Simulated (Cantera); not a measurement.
Feed: 1 mol B₂O₃, 1.5 mol H₂, 3.6 mol N₂, at 1.33 mbar.

Method: chemical equilibrium by Gibbs-energy minimisation in Cantera with the NASA 1993 tables (ideal gas, pure condensed phases). Candidate condensed phases: B, BN, B₂O₃, B₃O₃H₃, H₂O; 39 gas species. N₂ is the only nitrogen source here; it is nearly inert below about 1500 K, so the nitride shown seldom forms there in practice. Mutual solubility and eutectic melting of coexisting phases are not modelled. Equilibrium is a limit: real reactors are often held back by kinetics, nucleation or transport.

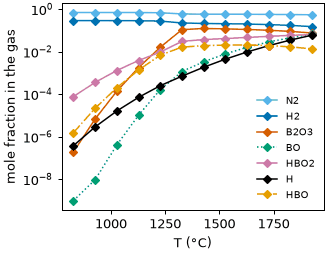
Equilibrium gas composition (values under 1e-9 drawn at 1e-9)

### Question
Read off the mole fractions at 1627 °C.

### Answer
N₂ about 0.58, H₂ about 0.20, B₂O₃ about 0.11, HBO₂ about 0.047, HBO about 0.021, BO about 0.016, H about 0.0098.
